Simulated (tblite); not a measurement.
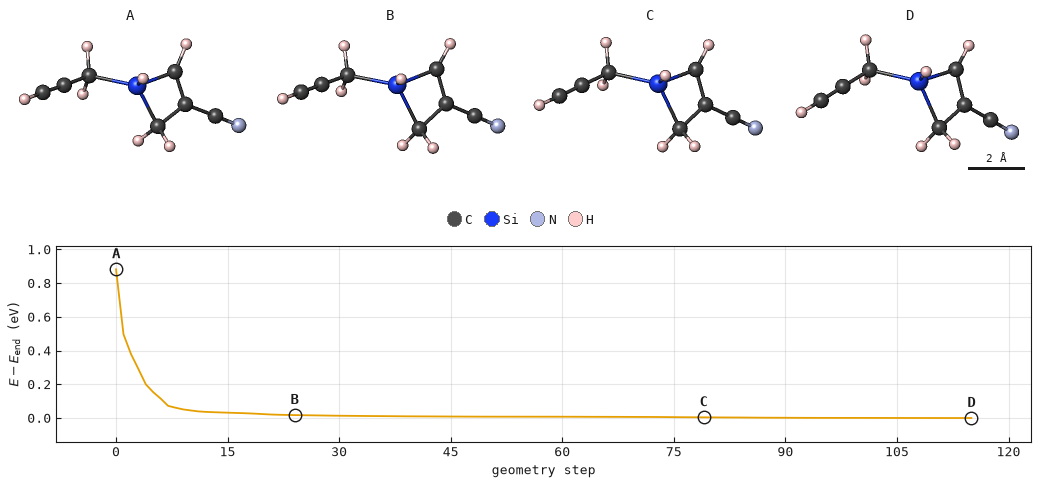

Frames of a relaxation of C7H7NSi, marked on the history of the run. A ball-and-stick model, seen at a tilt.

Method: GFN2-xTB geometry optimisation, gas phase in tblite. 

> What happens along the run?

The energy falls by 0.882 eV in 115 geometry steps. The largest move after the best rigid fit is that of an H atom, 0.62 Å. Largest moves by element: H 0.62 Å, C 0.38 Å, N 0.36 Å, Si 0.18 Å. Some distances before and after: C–Si 1.806 → 1.932 Å, C–Si 1.799 → 1.895 Å, C–C 1.466 → 1.401 Å, C–C 1.451 → 1.513 Å. Bond angles that change, for instance: Si–C–H 130.9° → 139.9°, C–C–C 98.5° → 105.9°, Si–C–H 111.8° → 118.5°. Groups turn about C–Si by about 25°. From step 0 to 24: an H atom moves most (0.23 Å), energy −0.865 eV. From step 24 to 79: an H atom moves most (0.34 Å), energy −0.013 eV. From step 79 to 115: an H atom moves most (0.31 Å), energy −0.004 eV.

```tsv
step	E − E(0), eV
0	0.0000
1	-0.3851
2	-0.5017
3	-0.5909
4	-0.6823
5	-0.7289
6	-0.7669
7	-0.8100
8	-0.8210
9	-0.8308
10	-0.8369
16	-0.8518
21	-0.8615
27	-0.8666
32	-0.8694
38	-0.8716
43	-0.8728
49	-0.8740
54	-0.8742
60	-0.8744
65	-0.8750
71	-0.8757
76	-0.8773
82	-0.8788
87	-0.8802
93	-0.8812
98	-0.8814
104	-0.8817
109	-0.8820
115	-0.8822
```
